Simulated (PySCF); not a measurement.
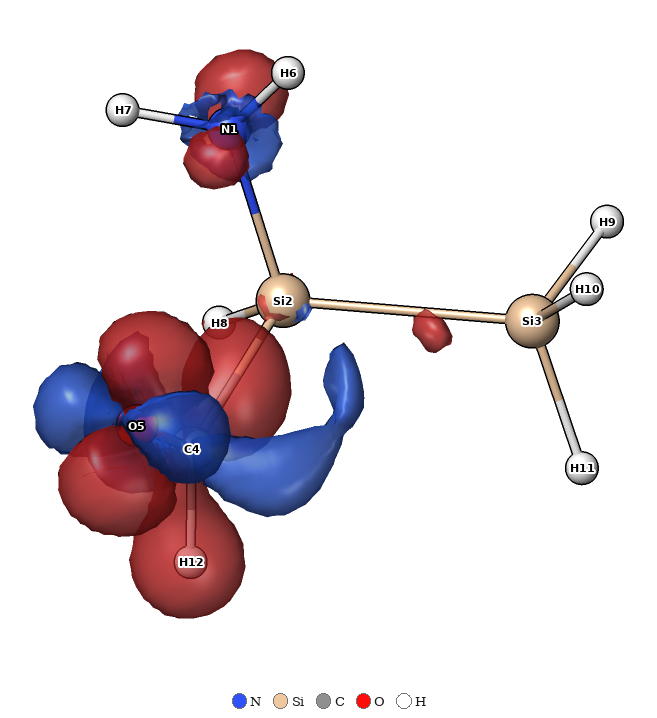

*CH7NOSi2, SMILES `N[SiH]([SiH3])C=O`. Dual descriptor f⁺ − f⁻ at ±0.04 e/Å³ (blue positive, red negative).*

Computed with PySCF, M06-2X/cc-pVDZ, geometry: GFN2-xTB. No frequency check shows the geometry to be a minimum.

The calculation's input:

```python
import numpy as np
from pyscf import gto, scf, dft
from pyscf.scf import atom_ks, atom_hf
from scipy.linalg import block_diag

def solve(mol, dm0=None, hcore=None):
    mf = (dft.UKS if mol.spin else dft.RKS)(mol, xc='m062x')
    mf.grids.level = 3
    mf = mf.density_fit(auxbasis='def2-universal-jkfit')
    mf.conv_tol, mf.max_cycle = 1e-8, 80
    if hcore is not None:
        mf.get_hcore = lambda *args: hcore
    mf.kernel(dm0)
    if not mf.converged:
        mf = mf.newton().run(mf.mo_coeff, mf.mo_occ, max_cycle=30)
    assert mf.converged, 'SCF not converged'
    return mf

mol = gto.M(atom='''
N      0.41607    -1.85085     0.30147
Si     0.07938    -0.38320    -0.53530
Si    -1.92795     0.49587     0.19546
C      1.47428     0.91858    -0.29529
O      2.27851     0.86818     0.60502
H      0.06545    -1.98782     1.23596
H      1.34096    -2.24819     0.23322
H      0.18369    -0.72599    -1.96272
H     -3.04811    -0.39632    -0.11006
H     -1.96265     0.73162     1.64317
H     -2.21809     1.78159    -0.44553
H      1.53242     1.76686    -1.01502
''', basis='cc-pvdz', charge=0, spin=0, verbose=4)
mf = solve(mol)
out = dict(e0=mf.e_tot, dm0=mf.make_rdm1(), c=mf.mo_coeff, occ=mf.mo_occ, eps=mf.mo_energy)
for name, dq, spin in [('cation', 1, 1), ('anion', -1, 1)]:
    ion = mol.copy().set(charge=mol.charge + dq, spin=spin).build()
    mi = solve(ion)
    if spin and dq > 0 and mol.nao < 130:
        c, _, stable, _ = mi.stability(return_status=True)
        if not stable:
            mi = solve(ion, mi.make_rdm1(c, mi.mo_occ))
    print(name, 'vertical energy change / eV', (mi.e_tot - mf.e_tot) * 27.211386)
    out.update({'e_' + name: mi.e_tot, 'dm_' + name: mi.make_rdm1(), 's2_' + name: mi.spin_square()[0], 'eps_' + name: mi.mo_energy, 'occ_' + name: mi.mo_occ})
# spherically averaged free atoms, for the promolecule
atm = atom_ks.get_atm_nrks(mol, xc='m062x')
pro = block_diag(*[(atm[a[0]][2] * atm[a[0]][3]) @ atm[a[0]][2].T for a in mol._atom])
np.savez('result.npz', pro=pro, **out)
```

Command:

```sh
OMP_NUM_THREADS=1 python input.py
```

The run took 14 min on 1 thread of Intel(R) Xeon(R) Processor @ 2.50GHz (Skylake/Cascade Lake), on a shared host, peak memory 0.84 GiB.

Partitions, critical points and surface values were worked out afterwards from this run's density.

Which atoms come out as electrophilic, and which as nucleophilic?

Answer. Electrophilic (positive): Si3 (+0.06). Nucleophilic (negative): O5 (−0.07) and N1 (−0.06). f⁻ (Hirshfeld-condensed) is largest on O5 (0.25) and C4 (0.15); the vertical ionisation energy is 8.76 eV. f⁺ (Hirshfeld-condensed) is largest on C4 (0.20), O5 (0.18) and Si3 (0.13); the vertical electron affinity is −0.84 eV (the stability of the anion's solution wasn't checked; negative, but this basis has no diffuse functions, so it doesn't show that the anion is unbound).
